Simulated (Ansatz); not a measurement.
Process, species as SMILES: N (NH3) → [NH2-] + H+
B3LYP-D3(BJ)/def2-TZVP geometries, fixed; electronic energies without zero-point terms.
Largest species:
```xyz
4

N      0.0022    -0.0038     0.1116
H     -0.0020     0.9512    -0.2281
H      0.8095    -0.4644    -0.2929
H     -0.8232    -0.4600    -0.2599
```
Charge 0, spin multiplicity 1.

Basis-set convergence of the deprotonation energy at CCSD(T) with Ansatz (an electronic-structure program). All functions are spherical. Cores are frozen. No added dispersion term, no relativity. Functions are those of the species that has most. Reference: Hartree-Fock in aug-cc-pVQZ plus the correlation part extrapolated as X^-3 from aug-cc-pVTZ and aug-cc-pVQZ, 412.01 kcal/mol, itself unsure by roughly 0.06 kcal/mol (a third of the extrapolation step and of the last Hartree-Fock step). Deviations are taken from unrounded values.

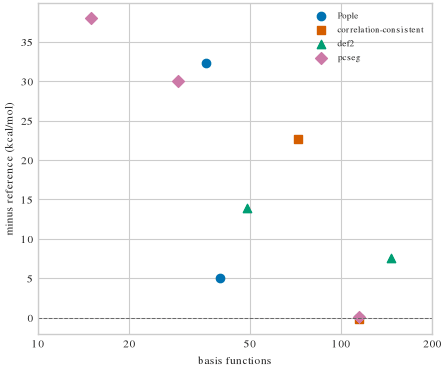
Figure. Deviation from the reference against the number of basis functions, by family of sets.

```
basis        functions  deprotonation energy (kcal/mol)  minus reference (kcal/mol)
-----------  ---------  -------------------------------  --------------------------
pcseg-0             15                           449.99                       37.99
pcseg-1             29                           442.02                       30.01
6-311G**            36                           444.29                       32.28
6-311+G**           40                           417.01                        5.00
def2-TZVP           49                           425.94                       13.94
cc-pVTZ             72                           434.62                       22.61
aug-cc-pVTZ        115                           411.81                       -0.19
aug-pcseg-2        115                           412.04                        0.03
def2-QZVPP         147                           419.61                        7.61
```
